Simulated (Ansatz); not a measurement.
System: SnW$_{6}$.

Input

```
crystal:
  lattice:
    - [6.0201236871, 3.4757200313, 0.9350364053]
    - [-6.0201236871, 3.4757200313, 0.9350364053]
    - [0.0, -6.9514400626, 0.9350364053]
  atoms:
    - { symbol: Sn, position: [0.0, 0.0, 0.0] }
    - { symbol: W, position: [0.2859501476, 0.5782889427, 0.1416860415] }
    - { symbol: W, position: [0.7140498524, 0.4217110573, 0.8583139585] }
    - { symbol: W, position: [0.5782889427, 0.1416860415, 0.2859501476] }
    - { symbol: W, position: [0.4217110573, 0.8583139585, 0.7140498524] }
    - { symbol: W, position: [0.1416860415, 0.2859501476, 0.5782889427] }
    - { symbol: W, position: [0.8583139585, 0.7140498524, 0.4217110573] }
basis:
  ecutwfc: 420
kpoints:
  mp_grid: { grid: [12, 12, 12] }
hamiltonian:
  xc: pbe
scf:
  occupations: { method: gaussian, width: 0.1 }
output:
  forces: true
  stress: true
  eigenvalues: true
  write_density: true
  write_potential: true
  elf: true
  volumetric_format: npy
relax:
  adjacent_minimum: "off"
  f_tol: 0.01
  max_steps: 80
  cell: { stress_tol: 0.05 }
```

Run with:

```sh
ansatz run input.yaml --threads 1 --pin off --max-ram 2560MiB --backend cpu --events-out ev --progress --plain --runs-dir out
```

Below, planes, directions and counts refer to the conventional cell (a = 12.02 Å, b = 12.02 Å, c = 2.81 Å, α = 90.00°, β = 90.00°, γ = 120.00°).

The fields are those of the run's last geometry, not of the input's.

Space group R-3; a generated structure, not necessarily the stable one.

The calculation used DFT PBE, scalar-relativistic, plane waves, PAW (Ansatz).

### Predict the valence pseudo-density and electron localisation function between the atoms.

Sn–W (2.84 Å): ρ at the midpoint is about 0.31 e/Å³; the ELF is about 0.30 at the midpoint.

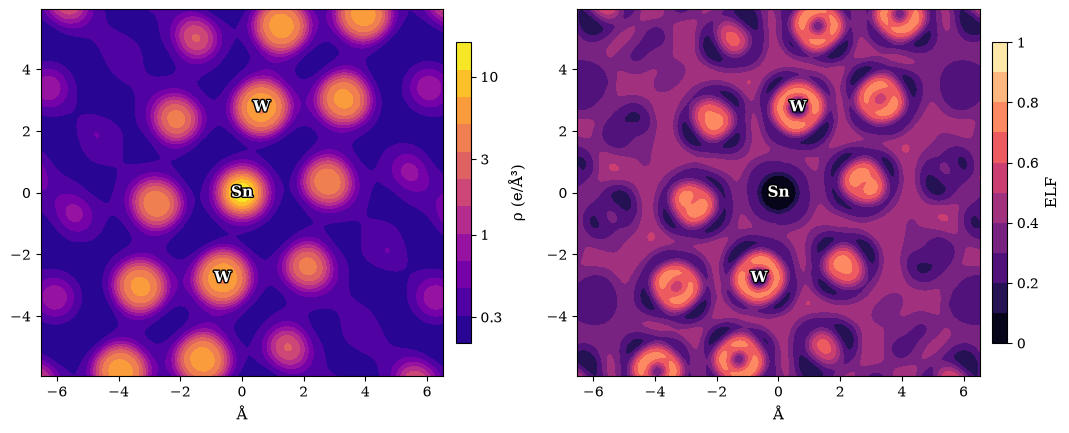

Computed valence pseudo-density and electron localisation function on the (111) plane of the conventional cell, in this order. Atoms just off the plane (Sn, 0.8 Å away and W, 0.3 Å away) can leave unmarked features too.

The density is the valence pseudo-density of a PAW calculation; it isn't the true density close to the nuclei.
